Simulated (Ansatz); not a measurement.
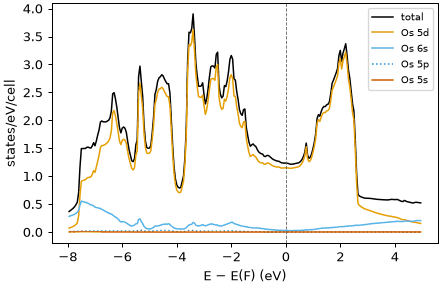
Figure: Total and projected density of states of Os (hcp (Mg type), P6_3/mmc), PBE (plane waves, PAW; program Ansatz)

Which orbitals carry the states next to the Fermi level?

Within 0.5 eV of the Fermi level: Os 5d 93 %. Projections are on Löwdin-orthogonalised atomic valence shells; empty p or d shells of many metals are not among them.

Where is the tallest occupied peak in this window, and what makes it?

Near -3.4 eV, about 3.9 states/eV per cell; the largest projected share is Os 5d.

The PBE relaxation kept the symmetry of its start. No spin polarisation was allowed. Scalar-relativistic: spin–orbit coupling is off unless named, which matters more the heavier the elements.

Potentials: the earlier of the program's two PAW sets.
